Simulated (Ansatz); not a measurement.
# As₂H₃+ (triplet): correlated methods under varied settings

What do other methods and options give for As₂H₃+ (triplet) at this geometry, and how long do they take?

Computed with Ansatz 0.2.0, Gaussian basis. Level: the settings change from run to run.

22 further runs of the same task are left out: 7 that didn't finish, 15 set aside as unsound or not needed.

## Step 1: The geometry

The geometry is a PBE0/def2-TZVP stationary point (not a proven minimum) of the parent state, kept for this charge and spin. No spin-orbit coupling is included. The filled d shell of As may be among the frozen orbitals whatever the setting's name suggests; the logs give the count.

5 atoms, charge 1, spin multiplicity 3.

Atoms are counted from 1 here; the program's logs count them from 0.

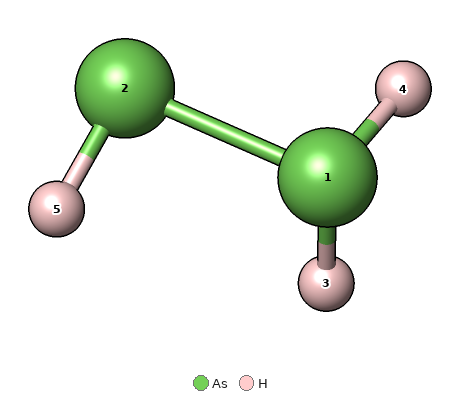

The structure; arsenic green, hydrogen pink; atoms are numbered from 1 in the order of the file.

## Step 2: BCCD/STO-3G

in.yaml reads:

```yaml
crystal:
  periodic: [false, false, false]
  atoms:
    - {symbol: As, position_ang: [0.044935, 0.028439, 1.200164]}
    - {symbol: As, position_ang: [-0.020577, -0.040135, -1.219332]}
    - {symbol: H, position_ang: [-1.295538, 0.736132, 1.353769]}
    - {symbol: H, position_ang: [-0.578949, -1.351358, 1.353196]}
    - {symbol: H, position_ang: [0.063884, 1.484618, -1.282235]}
basis:
  gaussian: {orbitals: STO-3G}
total_charge: 1
magnetization: {spin_polarized: true, initial_magnetization: 2}
hamiltonian: {xc: {name: PBE}}
correlation: {method: bccd, electrons: outside_noble_gas}
scf: {lower_state_search: off}
```

Started as:

```
ansatz run in.yaml --threads 1 --pin off --events-out ev --progress --plain --max-ram 2393MiB
```

Log, shortened:

```text
Functional definition: PBE
  name "PBE"
  cite "Perdew, Burke & Ernzerhof, Phys. Rev. Lett. 77, 3865 (1996) doi:10.1103/PhysRevLett.77.3865"
  parent pbe
[...]
396 factors; integrals over basis functions are off by at most 2.9e-5 eV
[...]
mean field -120325.57744063 eV, -4421.8834113373 hartree, gradient 7.9e-6 eV, S^2 2.003836; 0 other end points of the search recorded, 0 dependent functions left out
28 core orbitals not correlated: weight in the atoms' cores, before any rotation towards them, 0.989 or more for the frozen orbitals, at most 0.002 for the correlated occupied ones
reference -120275.85080584 eV, -4420.0559912148 hartree; 7, 5 occupied and 4, 6 virtual orbitals, 396 factors
second order -1.66708115 eV of doubles, -0.17740372 eV of singles
cycle   1  -2.32512666 eV  change   -5.0e-1 eV  update   6.8e-2
[...]
cycle  12  -2.61613418 eV  change    3.4e-6 eV  update   9.8e-6
WARN: these amplitudes may be one of several solutions (largest doubles amplitude 0.10, level shift 0.29 eV)
Total energy: -120278.46694002 eV, -4420.1521323727 hartree
Checks for a lower state left out: stability, starts, cluster_reference, orbital_swaps, neighbouring_geometries, increment
```

It took 0.78 s on 1 thread of Arm Neoverse V2, shared host.

From the report: ⟨S²⟩ of the determinant 2.004 (pure triplet: 2.00); correlation -2.6161 eV; largest double amplitude 0.10. The report flags that the cluster equations may have other roots.

## Step 3: CCSD on ROHF/cc-pVDZ

Edit in.yaml of step 2 so:

```diff
@@ -9,7 +9,5 @@
 basis:
-  gaussian: {orbitals: STO-3G}
+  gaussian: {orbitals: cc-pVDZ, point_charges: [{charge: 0.50, position_ang: [2.601, 0.478, -0.857]}]}
 total_charge: 1
-magnetization: {spin_polarized: true, initial_magnetization: 2}
-hamiltonian: {xc: {name: PBE}}
-correlation: {method: bccd, electrons: outside_noble_gas}
-scf: {lower_state_search: off}
+magnetization: {spin_polarized: false, initial_magnetization: 2}
+correlation: {method: ccsd, electrons: outside_noble_gas, diis_vectors: 12}
```

Launched as before.

Log, shortened:

```text
Functional definition: HF
  name "HF"
  cite "Fock, Z. Phys. 61, 126 (1930) doi:10.1007/BF01340294"
  parent pbe
[...]
788 factors; integrals over basis functions are off by at most 1.3e-3 eV
[...]
mean field -121626.18092475 eV, -4469.6797077982 hartree, gradient 5.2e-6 eV, S^2 2.000000; 4 other end points of the search recorded, 0 dependent functions left out
[...]
determinant -121626.18092475 eV, -4469.6797077982 hartree, with singles and doubles -121632.45984559 eV, -4469.9104538832 hartree
determinant -121624.05764251 eV, -4469.6016786150 hartree, with singles and doubles -121630.59541714 eV, -4469.8419374011 hartree
28 core orbitals not correlated: weight in the atoms' cores, before any rotation towards them, 1.000 or more for the frozen orbitals, at most 0.000 for the correlated occupied ones
reference -121626.18092475 eV, -4469.6797077982 hartree; 7, 5 occupied and 34, 36 virtual orbitals, 788 factors
second order -5.05589166 eV of doubles, -0.13576525 eV of singles
cycle   1  -6.27911908 eV  change   -2.0e-4 eV  update   3.1e-3
[...]
cycle   9  -6.28169532 eV  change   -7.7e-6 eV  update   8.5e-6
Total energy: -121632.46262007 eV, -4469.9105558433 hartree
```

It took 7.5 s on 1 thread of Arm Neoverse V2, shared host.

From the report: correlation -6.2817 eV; T1 0.037; largest double amplitude 0.07.

## Step 4: MRCISD+Q(relaxed)(10,7)/STO-3G

Edit in.yaml of step 3 so:

```diff
@@ -9,5 +9,5 @@
 basis:
-  gaussian: {orbitals: cc-pVDZ, point_charges: [{charge: 0.50, position_ang: [2.601, 0.478, -0.857]}]}
+  gaussian: {orbitals: STO-3G, point_charges: [{charge: 1.00, position_ang: [4.278, -0.351, 0.651]}]}
 total_charge: 1
 magnetization: {spin_polarized: false, initial_magnetization: 2}
-correlation: {method: ccsd, electrons: outside_noble_gas, diis_vectors: 12}
+correlation: {method: fic_mrcisd_q_relaxed, electrons: valence, active_space: {window: {electrons: 10, orbitals: 7}}}
```

Same command.

Log, shortened:

```text
Functional definition: HF
  name "HF"
  cite "Fock, Z. Phys. 61, 126 (1930) doi:10.1007/BF01340294"
  parent pbe
[...]
396 factors; integrals over basis functions are off by at most 2.9e-5 eV
[...]
mean field -120273.62328493 eV, -4419.9741313314 hartree, gradient 2.0e-6 eV, S^2 2.000000; 0 other end points of the search recorded, 0 dependent functions left out
reference -120273.62328493 eV, -4419.9741313314 hartree; 35, 33 occupied and 4, 6 virtual orbitals, 396 factors
state -120274.28573605 eV, -4419.9984759608 hartree
contracted CI cycle   1: correlation 0.00000000 eV, 0.0000000000 hartree, residual 7.60e0 eV
contracted CI cycle   2: correlation -1.66605973 eV, -0.0612265659 hartree, residual 1.68e0 eV
contracted CI cycle   3: correlation -1.74039278 eV, -0.0639582551 hartree, residual 4.61e-1 eV
contracted CI cycle   4: correlation -1.74552873 eV, -0.0641469976 hartree, residual 1.63e-1 eV
contracted CI cycle   5: correlation -1.74631517 eV, -0.0641758988 hartree, residual 5.74e-2 eV
contracted CI cycle   6: correlation -1.74639724 eV, -0.0641789150 hartree, residual 2.12e-2 eV
contracted CI cycle   7: correlation -1.74641174 eV, -0.0641794476 hartree, residual 1.12e-2 eV
contracted CI cycle   8: correlation -1.74641591 eV, -0.0641796010 hartree, residual 5.38e-3 eV
contracted CI cycle   9: correlation -1.74641684 eV, -0.0641796353 hartree, residual 2.18e-3 eV
state -120274.28573605 eV, -4419.9984759608 hartree; corrected -120276.13155993 eV, -4420.0663087373 hartree
Total energy: -120276.13155993 eV, -4420.0663087373 hartree
```

Run time: 2.4 s. Hardware: 1 thread of Arm Neoverse V2, shared host.

From the report: 441 determinants; active occupations 2.00, 2.00, 1.99, 1.96, 1.01, 1.00, 0.05.

## Step 5: BCCD/cc-pVDZ

in.yaml reads:

```yaml
crystal:
  periodic: [false, false, false]
  atoms:
    - {symbol: As, position_ang: [0.044935, 0.028439, 1.200164]}
    - {symbol: As, position_ang: [-0.020577, -0.040135, -1.219332]}
    - {symbol: H, position_ang: [-1.295538, 0.736132, 1.353769]}
    - {symbol: H, position_ang: [-0.578949, -1.351358, 1.353196]}
    - {symbol: H, position_ang: [0.063884, 1.484618, -1.282235]}
basis:
  gaussian: {orbitals: cc-pVDZ}
total_charge: 1
magnetization: {spin_polarized: true, initial_magnetization: 2}
hamiltonian: {xc: {name: r2SCAN}}
correlation: {method: bccd, electrons: outside_noble_gas}
```

Launched as before.

Log, shortened:

```text
Functional definition: r2SCAN
  name "r2SCAN"
  cite "Furness, Kaplan, Ning, Perdew & Sun, J. Phys. Chem. Lett. 11, 8208 (2020) doi:10.1021/acs.jpclett.0c02405"
  cite "Furness, Kaplan, Ning, Perdew & Sun, J. Phys. Chem. Lett. 11, 9248 (2020) doi:10.1021/acs.jpclett.0c03077"
  parent r2scan
[...]
788 factors; integrals over basis functions are off by at most 1.3e-3 eV
[...]
mean field -121719.45115948 eV, -4473.1073257038 hartree, gradient 2.9e-6 eV, S^2 2.013238; 0 other end points of the search recorded, 0 dependent functions left out
28 core orbitals not correlated: weight in the atoms' cores, before any rotation towards them, 0.999 or more for the frozen orbitals, at most 0.000 for the correlated occupied ones
reference -121627.77530653 eV, -4469.7383002478 hartree; 7, 5 occupied and 34, 36 virtual orbitals, 788 factors
second order -5.26528775 eV of doubles, -0.31657049 eV of singles
cycle   1  -6.17296183 eV  change   -6.0e-1 eV  update   6.5e-2
[...]
cycle  14  -6.44526113 eV  change    5.1e-6 eV  update   6.9e-6
Total energy: -121634.22056765 eV, -4469.9751592254 hartree
```

Wall time 9 s (1 thread of Arm Neoverse V2, shared host).

From the report: ⟨S²⟩ of the determinant 2.013 (pure triplet: 2.00); correlation -6.4453 eV; largest double amplitude 0.07.

## Step 6: CISD/STO-3G

Edit in.yaml of step 5 so:

```diff
@@ -9,6 +9,6 @@
 basis:
-  gaussian: {orbitals: cc-pVDZ}
+  gaussian: {orbitals: STO-3G}
 total_charge: 1
-magnetization: {spin_polarized: true, initial_magnetization: 2}
-hamiltonian: {xc: {name: r2SCAN}}
-correlation: {method: bccd, electrons: outside_noble_gas}
+magnetization: {spin_polarized: false, initial_magnetization: 2}
+correlation: {active_space: {ras: {orbitals: [33, 2, 4], electrons: 68, max_holes: 2, max_particles: 2}, fixed_orbitals: true}}
+accuracy: high
```

Launched as before.

Log:

```text
Functional definition: HF
  name "HF"
  cite "Fock, Z. Phys. 61, 126 (1930) doi:10.1007/BF01340294"
  parent pbe
  exchange = exact_x
  correlation = 0
527 factors; integrals over basis functions are off by at most 5.3e-9 eV
mean field evaluation 1: about -120276.3292 eV, gradient 4.0e0 eV
mean field evaluation 2: about -120276.3656 eV, gradient 4.1e0 eV
mean field evaluation 4: about -120276.5369 eV, gradient 5.3e-1 eV
mean field evaluation 8: about -120276.5445 eV, gradient 1.5e-1 eV
mean field evaluation 16: about -120276.5526 eV, gradient 9.0e-4 eV
mean field evaluation 32: about -120276.5296 eV, gradient 2.0e-3 eV
mean field -120276.55261610 eV, -4420.0817822662 hartree, gradient 6.2e-8 eV, S^2 2.000000; 2 other end points of the search recorded, 0 dependent functions left out
reference -120276.55261610 eV, -4420.0817822662 hartree; 35, 33 occupied and 4, 6 virtual orbitals, 527 factors
state -120278.92400308 eV, -4420.1689291305 hartree
Total energy: -120278.92400308 eV, -4420.1689291305 hartree
```

Wall time 1.9 s (1 thread of Arm Neoverse V2, shared host).

From the report: 156,357 determinants.

## Step 7: BCCD(T) on ROHF/STO-3G

Edit in.yaml of step 6 so:

```diff
@@ -12,3 +12,3 @@
 magnetization: {spin_polarized: false, initial_magnetization: 2}
-correlation: {active_space: {ras: {orbitals: [33, 2, 4], electrons: 68, max_holes: 2, max_particles: 2}, fixed_orbitals: true}}
-accuracy: high
+correlation: {method: bccd_t, electrons: outside_noble_gas}
+scf: {lower_state_search: full}
```

The command is unchanged.

Log, shortened:

```text
Functional definition: HF
  name "HF"
  cite "Fock, Z. Phys. 61, 126 (1930) doi:10.1007/BF01340294"
  parent pbe
[...]
396 factors; integrals over basis functions are off by at most 2.9e-5 eV
[...]
mean field -120276.55246936 eV, -4420.0817768737 hartree, gradient 1.7e-6 eV, S^2 2.000000; 10 other end points of the search recorded, 0 dependent functions left out
determinant -120276.55246936 eV, -4420.0817768737 hartree, with singles and doubles -120279.03867563 eV, -4420.1731432687 hartree
determinant -120276.52948475 eV, -4420.0809322048 hartree, with singles and doubles -120279.03781915 eV, -4420.1731117938 hartree
determinant -120276.52914478 eV, -4420.0809197111 hartree, with singles and doubles -120279.03928577 eV, -4420.1731656910 hartree
determinant -120274.33831278 eV, -4420.0004081202 hartree, with singles and doubles -120277.13718249 eV, -4420.1032646848 hartree
determinant -120276.55246936 eV, -4420.0817768737 hartree, with singles and doubles -120279.04064771 eV, -4420.1732157413 hartree
determinant -120276.52948475 eV, -4420.0809322048 hartree, with singles and doubles -120279.03985610 eV, -4420.1731866502 hartree
determinant -120276.52914478 eV, -4420.0809197111 hartree, with singles and doubles -120279.04046479 eV, -4420.1732090191 hartree
[...]
28 core orbitals not correlated: weight in the atoms' cores, before any rotation towards them, 0.995 or more for the frozen orbitals, at most 0.003 for the correlated occupied ones
reference -120276.52948475 eV, -4420.0809322048 hartree; 7, 5 occupied and 4, 6 virtual orbitals, 396 factors
second order -1.56164400 eV of doubles, -0.08629055 eV of singles
cycle   1  -2.52140502 eV  change   -1.1e-2 eV  update   1.6e-2
[...]
cycle  10  -2.51094399 eV  change   -5.8e-6 eV  update   1.3e-5
perturbative correction -0.02136730 eV, -0.0007852339 hartree
Total energy: -120279.06179604 eV, -4420.1739929281 hartree
```

Wall time 3.2 s (1 thread of Arm Neoverse V2, shared host).

From the report: correlation -2.5323 eV; largest double amplitude 0.10.

## Step 8: NEVPT2(2,4)/cc-pVDZ

Edit in.yaml of step 7 so:

```diff
@@ -9,6 +9,6 @@
 basis:
-  gaussian: {orbitals: STO-3G}
+  gaussian: {orbitals: cc-pVDZ}
 total_charge: 1
 magnetization: {spin_polarized: false, initial_magnetization: 2}
-correlation: {method: bccd_t, electrons: outside_noble_gas}
-scf: {lower_state_search: full}
+correlation: {method: sc_nevpt2, electrons: outside_noble_gas, active_space: {window: {electrons: 2, orbitals: 4}}}
+output: {forces: true}
```

Same command.

Log, shortened:

```text
Functional definition: HF
  name "HF"
  cite "Fock, Z. Phys. 61, 126 (1930) doi:10.1007/BF01340294"
  parent pbe
[...]
788 factors; integrals over basis functions are off by at most 1.3e-3 eV
[...]
mean field -121628.27500769 eV, -4469.7566639267 hartree, gradient 7.5e-6 eV, S^2 2.000000; 3 other end points of the search recorded, 0 dependent functions left out
reference -121628.27500769 eV, -4469.7566639267 hartree; 35, 33 occupied and 34, 36 virtual orbitals, 788 factors
state -121628.33019039 eV, -4469.7586918536 hartree
state -121628.33019039 eV, -4469.7586918536 hartree; corrected -121633.43002163 eV, -4469.9461071950 hartree
[...]
Total energy: -121633.43002163 eV, -4469.9461071950 hartree
Atom 0 at     0.044935     0.028439     1.200164 Å, force    -0.318531    -0.676915     0.544568 eV/Å
Atom 1 at    -0.020577    -0.040135    -1.219332 Å, force    -0.095810     0.863015    -0.172964 eV/Å
Atom 2 at    -1.295538     0.736132     1.353769 Å, force     0.044610    -0.045527    -0.106279 eV/Å
Atom 3 at    -0.578949    -1.351358     1.353196 Å, force     0.216621     0.061636     0.399843 eV/Å
Atom 4 at     0.063884     1.484618    -1.282235 Å, force     0.153110    -0.202209    -0.665169 eV/Å
Dipole moment:    -0.112160     0.033439    -0.017761 e Å
```

Run time: 11 s. Hardware: 1 thread of Arm Neoverse V2, shared host.

From the report: 16 determinants; active occupations 1.00, 1.00, 0.00, 0.00.

## Step 9: HF/cc-pVDZ

in.yaml reads:

```yaml
crystal:
  periodic: [false, false, false]
  atoms:
    - {symbol: As, position_ang: [0.044935, 0.028439, 1.200164]}
    - {symbol: As, position_ang: [-0.020577, -0.040135, -1.219332]}
    - {symbol: H, position_ang: [-1.295538, 0.736132, 1.353769]}
    - {symbol: H, position_ang: [-0.578949, -1.351358, 1.353196]}
    - {symbol: H, position_ang: [0.063884, 1.484618, -1.282235]}
basis:
  gaussian: {orbitals: cc-pVDZ, fitting: {mean_field: def2-universal-jkfit}}
total_charge: 1
magnetization: {spin_polarized: true, initial_magnetization: 2}
hamiltonian: {xc: hf}
output: {orbitals: {seedname: orbitals}}
```

Launched as before.

Log:

```text
Functional definition: HF
  name "HF"
  cite "Fock, Z. Phys. 61, 126 (1930) doi:10.1007/BF01340294"
  parent pbe
  exchange = exact_x
  correlation = 0
586 factors; integrals over basis functions are off by at most 3.9e-1 eV
mean field evaluation 1: about -121627.5488 eV, gradient 8.2e0 eV
mean field evaluation 2: about -121628.3362 eV, gradient 3.1e0 eV
mean field evaluation 4: about -121628.5524 eV, gradient 7.4e-1 eV
mean field evaluation 8: about -121628.5781 eV, gradient 2.0e-5 eV
mean field evaluation 16: about -121628.5720 eV, gradient 2.7e-1 eV
mean field evaluation 32: about -121626.4018 eV, gradient 9.9e0 eV
mean field -121628.57813803 eV, -4469.7678037612 hartree, gradient 2.0e-5 eV, S^2 2.064076; 0 other end points of the search recorded, 0 dependent functions left out
reference -121628.57813803 eV, -4469.7678037612 hartree; 35, 33 occupied and 34, 36 virtual orbitals, 586 factors
Total energy: -121628.57813803 eV, -4469.7678037612 hartree
```

It took 2.4 s on 1 thread of Arm Neoverse V2, shared host.

From the report: ⟨S²⟩ of the determinant 2.064 (pure triplet: 2.00).

## Step 10: BCCD(T) on ROHF/cc-pVDZ

Edit in.yaml of step 9 so:

```diff
@@ -9,6 +9,7 @@
 basis:
-  gaussian: {orbitals: cc-pVDZ, fitting: {mean_field: def2-universal-jkfit}}
+  gaussian: {orbitals: cc-pVDZ}
 total_charge: 1
-magnetization: {spin_polarized: true, initial_magnetization: 2}
-hamiltonian: {xc: hf}
-output: {orbitals: {seedname: orbitals}}
+magnetization: {spin_polarized: false, initial_magnetization: 2}
+correlation: {method: bccd_t, electrons: outside_noble_gas}
+accuracy: high
+output: {forces: true}
```

The command is unchanged.

Log, shortened:

```text
Functional definition: HF
  name "HF"
  cite "Fock, Z. Phys. 61, 126 (1930) doi:10.1007/BF01340294"
  parent pbe
[...]
1493 factors; integrals over basis functions are off by at most 4.5e-9 eV
[...]
mean field -121628.27514445 eV, -4469.7566689525 hartree, gradient 3.1e-8 eV, S^2 2.000000; 4 other end points of the search recorded, 0 dependent functions left out
28 core orbitals not correlated: weight in the atoms' cores, before any rotation towards them, 1.000 or more for the frozen orbitals, at most 0.000 for the correlated occupied ones
reference -121628.27514445 eV, -4469.7566689525 hartree; 7, 5 occupied and 34, 36 virtual orbitals, 1493 factors
second order -5.05458194 eV of doubles, -0.13837438 eV of singles
cycle   1  -5.98204356 eV  change   -7.9e-1 eV  update   7.7e-2
[...]
cycle  29  -6.29224082 eV  change   3.8e-10 eV  update   1.1e-9
perturbative correction -0.19092156 eV, -0.0070162380 hartree
[...]
Total energy: -121634.75830683 eV, -4469.9949207757 hartree
Atom 0 at     0.044935     0.028439     1.200164 Å, force    -0.504466    -0.583114     0.405092 eV/Å
Atom 1 at    -0.020577    -0.040135    -1.219332 Å, force     0.057584     0.550433    -0.562295 eV/Å
Atom 2 at    -1.295538     0.736132     1.353769 Å, force     0.011223     0.124474     0.142003 eV/Å
Atom 3 at    -0.578949    -1.351358     1.353196 Å, force     0.279042    -0.080404     0.514064 eV/Å
Atom 4 at     0.063884     1.484618    -1.282235 Å, force     0.156616    -0.011388    -0.498863 eV/Å
Dipole moment:    -0.079365     0.048780     0.099005 e Å
```

Wall time 31 s (1 thread of Arm Neoverse V2, shared host); peak memory 0.48 GiB.

From the report: correlation -6.4832 eV; largest double amplitude 0.07.

## Step 11: The runs in one table

Where basis and cores are those of an earlier UCCSDT(Q)/cc-pVDZ run (-121634.8102 eV), and the state is the same kind, the miss against it is given. † marks a result that the program doubts.

| level | correlated | functions | energy (eV) | from UCCSDT(Q) (meV) | time |
| --- | --- | --- | --- | --- | --- |
| BCCD/STO-3G (on PBE orbitals) † | outside noble gas | 39 | -120278.4669 |  | 0.78 s |
| CCSD on ROHF/cc-pVDZ (beside a point charge) | outside noble gas | 69 | -121632.4626 |  | 7.5 s |
| MRCISD+Q(relaxed)(10,7)/STO-3G (beside a point charge) | valence | 39 | -120276.1316 |  | 2.4 s |
| BCCD/cc-pVDZ (on r2SCAN orbitals) | outside noble gas | 69 | -121634.2206 | 589.7 | 9 s |
| CISD/STO-3G | all | 39 | -120278.9240 |  | 1.9 s |
| BCCD(T) on ROHF/STO-3G | outside noble gas | 39 | -120279.0618 |  | 3.2 s |
| NEVPT2(2,4)/cc-pVDZ | outside noble gas | 69 | -121633.4300 | 1380.2 | 11 s |
| HF/cc-pVDZ |  | 69 | -121628.5781 | 6232.1 | 2.4 s |
| BCCD(T) on ROHF/cc-pVDZ | outside noble gas | 69 | -121634.7583 | 51.9 | 31 s |

## Step 12: What came out

| quantity | value |
| --- | --- |
| runs | 9 |
| quickest | BCCD/STO-3G (on PBE orbitals) †, 0.78 s |
| slowest | BCCD(T) on ROHF/cc-pVDZ, 31 s |

In words: Total energies in different bases, with other cores or another treatment of relativity can't be set against each other. BCCD(T) on ROHF/cc-pVDZ took 39 times as long as BCCD/STO-3G (on PBE orbitals) †; the jobs differ in more than the method. Among the correlated runs with a miss given, it spans +52 to +1380 meV. Hartree-Fock, CASSCF and CASCI lack dynamic correlation by design. Cores frozen from Kohn-Sham orbitals shift the total energy.
